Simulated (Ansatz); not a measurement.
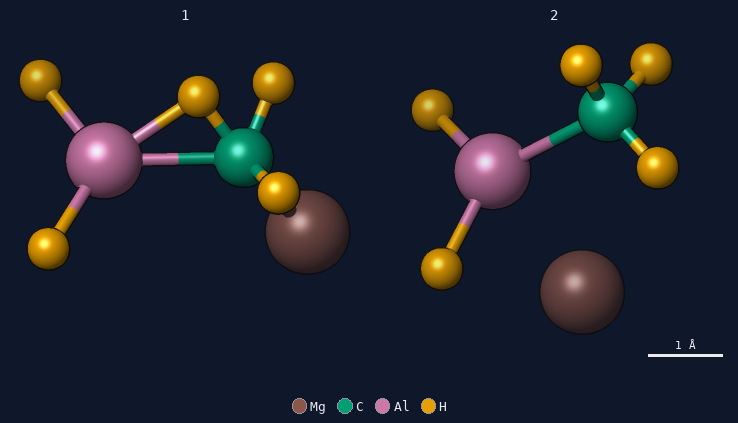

Two geometries of CH5AlMg, drawn at one scale. One is the start of a relaxation, the other its converged end. Style: ball-and-stick. Shown at a tilt.

The calculation used RKS PBE-D4/def2-SVP in Ansatz. Set-up: force threshold 0.03 eV/Å; at most 250 steps.

**Which of the two is the end point?**

Structure 2 is the relaxed one. It is one of the separated reactants of a reaction. The atom that moves furthest after the best rigid fit is the Mg atom (1.73 Å). By element the largest moves are Mg 1.73 Å, H 1.34 Å, C 0.90 Å, Al 0.44 Å. Among the contacts that change: C–Mg 2.087 → 3.942 Å, H–Mg 2.558 → 4.035 Å, Al–H 1.563 → 2.561 Å, Al–Mg 3.384 → 2.985 Å. Bonds break: C–Mg (2.09 → 3.94 Å). Among the angles between lasting bonds that change: Al–C–H 55.1° → 108.5°, H–C–H 60.8° → 106.9°, H–C–H 114.9° → 106.9°. Over 15 accepted moves (16 points after the start) the energy falls by 350.2 kJ/mol. Largest force component: 3.4 eV/Å at the start, 0.014 eV/Å at the end. The line search rejected the trial step at point 15 of the run. The run took 19 s on 2 threads of Arm Neoverse V2, on a shared host.
